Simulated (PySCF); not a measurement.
# C4H9BN2Si: what the fields show

Input

```
{"job": {"kind": "nmr", "xc": "PBE0", "basis": "pcSseg-1"}, "charge": 0, "multiplicity": 1}
C      2.835895     0.919168     0.932959
C      1.733005     0.184848     0.404815
N      0.849025    -0.409921    -0.025341
B     -0.324737    -1.196643    -0.452034
C     -0.138704    -2.570801     0.259954
N     -0.026924    -3.580366     0.794447
C     -1.669153    -0.434542     0.108099
Si    -1.993379     1.272117    -0.636465
H      2.579098     1.977197     0.992297
H      3.072393     0.550371     1.931541
H      3.706849     0.794284     0.288991
H     -0.277103    -1.300171    -1.637008
H     -2.523403    -1.079458    -0.105062
H     -1.622366    -0.353810     1.197316
H     -0.864254     2.172438    -0.331576
H     -2.136301     1.205634    -2.092813
H     -3.206938     1.861686    -0.060192
```

Command:

```sh
OMP_NUM_THREADS=1 python probes_run.py task.json out
```

Geometry: GFN2-xTB.

All numbers below come from PBE0/pcSseg-1, SCF density, gas phase, non-relativistic in PySCF.

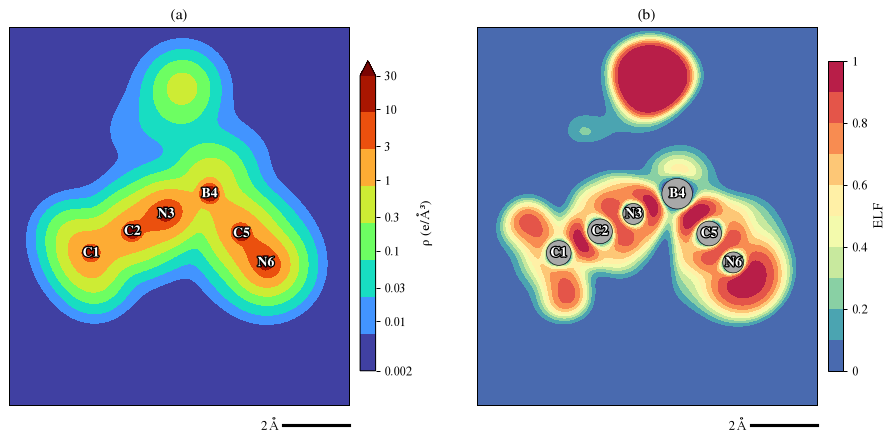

Figure 1. (a) total electron density; (b) electron localisation function on the plane of atoms N3, B4 and C5. Grey discs cover the atomic cores in the ELF map.

### What do the fields say about this system?

- Atoms in the plane: C, N and B.
- C–N (1.15 Å): ρ at the midpoint is about 3.6 e/Å³; the ELF peaks at about 0.90 between the atoms: a short, multiple covalent bond.
- C–C (1.43 Å): ρ at the midpoint is about 1.9 e/Å³; the ELF peaks at about 0.95 between the atoms; localised, covalent bonding.
- B–N (1.48 Å): ρ is about 1.5 e/Å³ halfway; the ELF peaks at about 0.95 between the atoms (a polar covalent bond).
- C–B (1.56 Å): ρ is about 1.3 e/Å³ halfway; the ELF peaks at about 1 between the atoms, as expected for a shared electron pair.
- The ELF also peaks beside N6, away from the bonds: lone-pair regions.

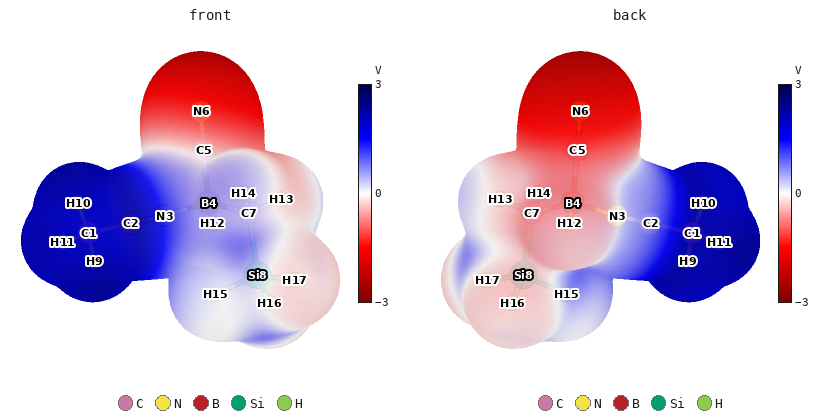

Figure 2. The molecular electrostatic potential painted on the density surface at 0.002 e/bohr³, seen from the front and from behind; the colour scale runs from red (negative) to blue (positive).

### Which sites attract a positive test charge, and which a negative one?

A positive charge is drawn to the negative regions and a negative charge to the positive ones. The most negative region (about −2.4 V) lies over N6, the most positive (about +2.3 V) over H9, H10 and H11. N6 is the likeliest acceptor of a hydrogen bond.

### How polar is the molecule by this calculation?

Its dipole moment is 8.86 D.
